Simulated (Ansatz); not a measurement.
# SiPF3 (triplet): geometry and frequencies at several levels

The task, for SiPF3 (triplet): geometry and frequencies at several levels. Spin multiplicity 3.

Program: Ansatz 0.2.0. Level of theory: the levels named in each step. These are calculated values, not measurements.

**1. The structure to begin with**

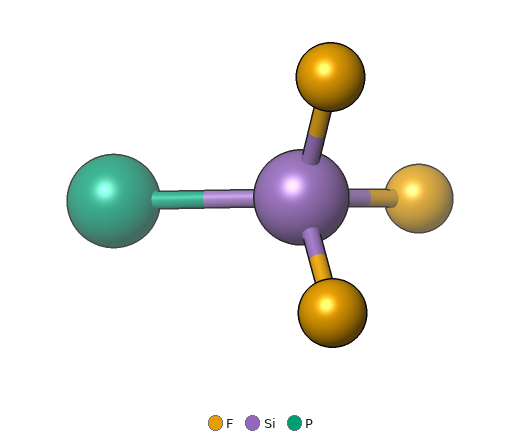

Start, viewed from a chosen angle; fluorine amber, silicon purple, phosphorus teal.

Structure file:

```xyz
5

F    -1.0212    1.3677   -0.1295
Si   -0.2440   -0.0159   -0.0077
F    -0.9304   -0.6914    1.2595
F    -0.8411   -0.8590   -1.2185
P     1.9342    0.1264    0.0611
```

**2. A rough first relaxation, PBE-D4/def2-SVP**

input.yaml reads:

```yaml
crystal:
  periodic: [false, false, false]
  atoms:
    - { symbol: F, position_ang: [-1.02115, 1.36767, -0.12946] }
    - { symbol: Si, position_ang: [-0.24401, -0.01592, -0.00766] }
    - { symbol: F, position_ang: [-0.93041, -0.6914, 1.2595] }
    - { symbol: F, position_ang: [-0.84114, -0.859, -1.21846] }
    - { symbol: P, position_ang: [1.93423, 0.12639, 0.06113] }
magnetization:
  spin_polarized: true
  initial_magnetization: 2
basis:
  gaussian: { orbitals: def2-SVP }
hamiltonian:
  xc: pbe
  dispersion: d4
relax:
  f_tol: 0.03
  max_steps: 200
```

On the command line:

```console
$ ansatz run input.yaml --threads 2 --pin off --max-ram 5120MiB --backend cpu --events-out ev --progress --plain --runs-dir out
```

The runs that follow: Relaxation, HF/STO-3G; Frequencies, HF/STO-3G; Relaxation, HF/6-31G*; Frequencies, HF/6-31G*; Relaxation, LDA/def2-SVP; Frequencies, LDA/def2-SVP; Relaxation, PBE-D4/def2-SVP; Frequencies, PBE-D4/def2-SVP; Relaxation, PBE0-D4/def2-TZVPP; Relaxation, MP2/def2-TZVPP.

Q: Predict the outcome of this session. Wanted: F1–Si2 at MP2/def2-TZVPP; Si2–F3 at MP2/def2-TZVPP; Si2–F4 at MP2/def2-TZVPP; frequencies at PBE-D4/def2-SVP.

The runs gave:

```
                      quantity            value
      F1–Si2 at MP2/def2-TZVPP          1.581 Å
      Si2–F3 at MP2/def2-TZVPP          1.581 Å
      Si2–F4 at MP2/def2-TZVPP          1.581 Å
frequencies at PBE-D4/def2-SVP  153 to 941 cm⁻¹
```

**Reading.** The F–Si distance spreads over 0.049 Å, from HF/6-31G* (shortest) to PBE-D4/def2-SVP. No mode is imaginary, so the geometry is a minimum.
